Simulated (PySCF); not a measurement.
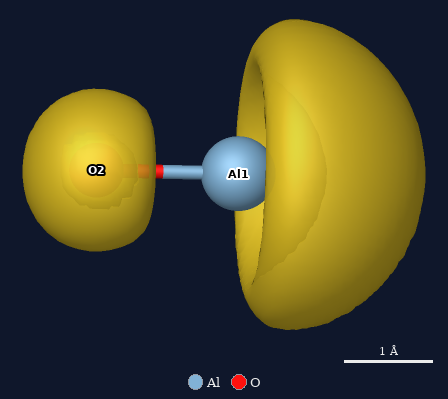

The picture shows: AlO (doublet). Isosurface of the electron localisation function at 0.75 (yellow), seen from one side. Only the valence region is drawn (cores and ρ < 0.01 e/Å³ removed).

All numbers below come from PBE0/cc-pVDZ(-PP), non-relativistic Hamiltonian with scalar-relativistic core potentials where named, at a bond length of 1.636 Å (PySCF 2.14.0).

```
atom   x (Å)   y (Å)    z (Å)
  Al  0.0000  0.0000  -0.6089
   O  0.0000  0.0000   1.0271
```

**Identify the bonds, lone pairs and shells in this picture.**

At this value the surface marks out one lobe on Al, pointing away from the bonds (non-bonding electrons) and one region wrapped around O (its valence shell).

Values along the shortest contacts:
Al–O (1.64 Å): the ELF peaks at about 0.80 in the valence shell of O, 0.6 Å from its nucleus, and is about 0.30 at the midpoint.
